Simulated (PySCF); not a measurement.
## Electronic structure of C5H7NOSi in real space

The calculation's input:

```
{"job": {"kind": "uv", "xc": "PBE0", "basis": "def2-SVPD", "nstates": 8, "ntriplets": 3}, "charge": 0, "multiplicity": 1}
C     -2.169984     0.711715    -0.309027
C     -1.330678     0.754679     0.917397
C     -0.133440     0.194653     1.067333
Si     0.812018    -0.797324    -0.208837
C      1.067944     0.168811    -1.792224
N      1.215773     0.769268    -2.756823
C      2.598261    -1.087364     0.447114
O      2.935582    -0.838004     1.574939
H     -3.121084     0.225707    -0.090438
H     -2.392509     1.725749    -0.640418
H     -1.675809     0.178543    -1.117202
H     -1.770911     1.304011     1.742894
H      0.366722     0.306657     2.022992
H      0.254170    -2.092112    -0.619083
H      3.339531    -1.517001    -0.260530
```

Run with:

```sh
OMP_NUM_THREADS=1 python probes_run.py task.json out
```

Geometry: GFN2-xTB.

Theory: PBE0/def2-SVPD, SCF density, gas phase (PySCF).

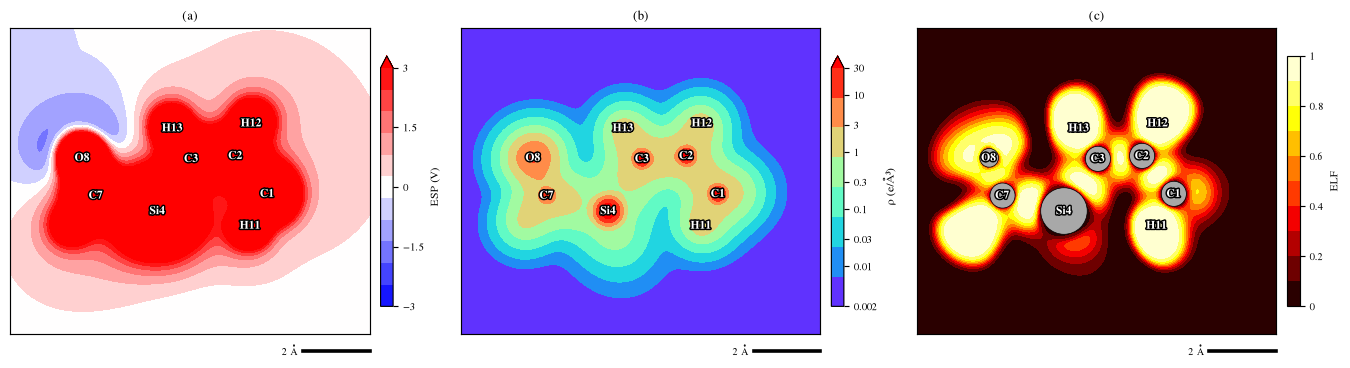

Figure 1. (a) electrostatic potential; (b) total electron density; (c) ELF on the plane of atoms C2, C1 and H11. Grey discs cover the atomic cores in the ELF map.

> Interpret the plot.

The section cuts through C, Si, O and H sites. C–O (1.20 Å): ρ is about 3.4 e/Å³ halfway; the ELF peaks at about 0.85 between the atoms (a multiple bond). C–C (1.33 Å): ρ is about 2.3 e/Å³ halfway; the ELF peaks at about 0.90 between the atoms; a multiple bond. C–Si (1.87 Å): ρ at the midpoint is about 0.96 e/Å³; the ELF peaks at about 0.95 between the atoms; a covalent bond. C–H (1.08 Å): ρ at the midpoint is about 2 e/Å³; the ELF climbs to about 1 towards the hydrogen, as it does in any bond to H: an ordinary covalent bond to hydrogen. C–C (1.49 Å): ρ is about 1.8 e/Å³ halfway; the ELF peaks at about 0.95 between the atoms (a covalent bond). The ELF also peaks beside O8, away from the bonds: lone-pair regions. Outside the dense part of the molecule the potential is most negative (−1.4 V) near O8.

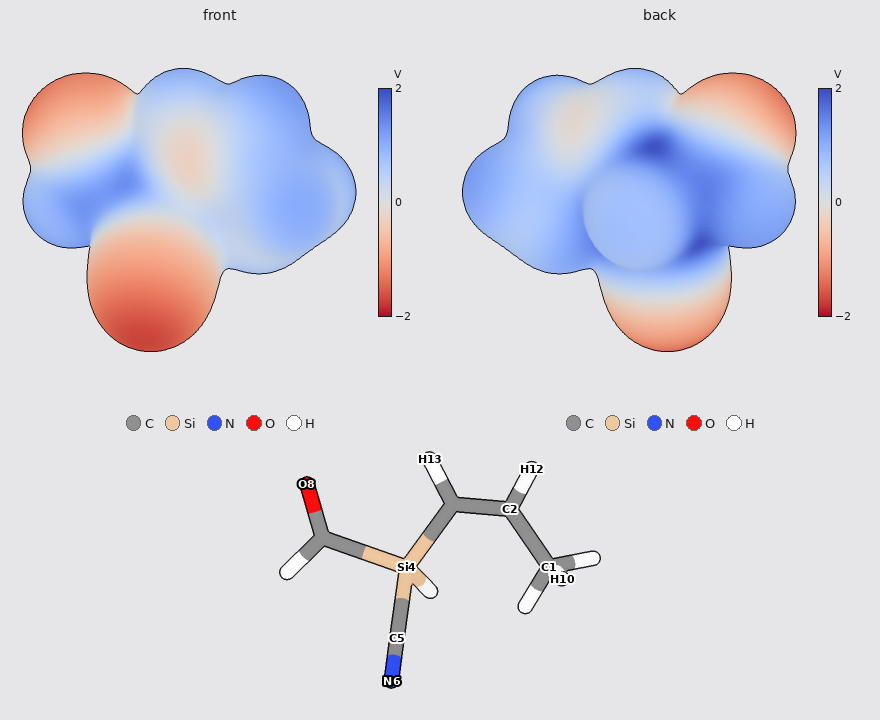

Figure 2. The molecular electrostatic potential painted on the density surface at 0.002 e/bohr³, seen from the front and from behind; red is negative and blue positive. The bare structure is drawn below in the same view.

> Describe the electrostatic potential map.

The most negative region (about −1.7 V) lies over N6, the most positive (about +1.8 V) over Si4. N6 is the likeliest acceptor of a hydrogen bond.

> How polar is the molecule by this calculation?

Its dipole moment is 3.34 D.
